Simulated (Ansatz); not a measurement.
The reference is K2S in the anti-fluorite structure (space group Fm-3m, No. 225; a = 7.462 Å).

One thing is altered: the cell is scaled by 0.9900 in all directions, atoms relaxed at fixed cell.

Level of theory: PBE (Ansatz, a program for electronic structure; PAW; 420 eV plane waves; no spin-orbit coupling).

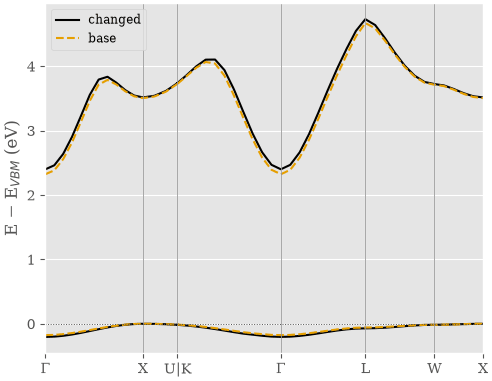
Figure: Highest valence and lowest conduction band along the path, each from its own valence-band maximum

Problem. Read the changed gap and its character from the plot.

Solution. About 2.4 eV, indirect, X → Γ.

The cells carry an imposed strain or load. Gaps are read on the SCF mesh and a high-symmetry path. No phonon test of stability was made.
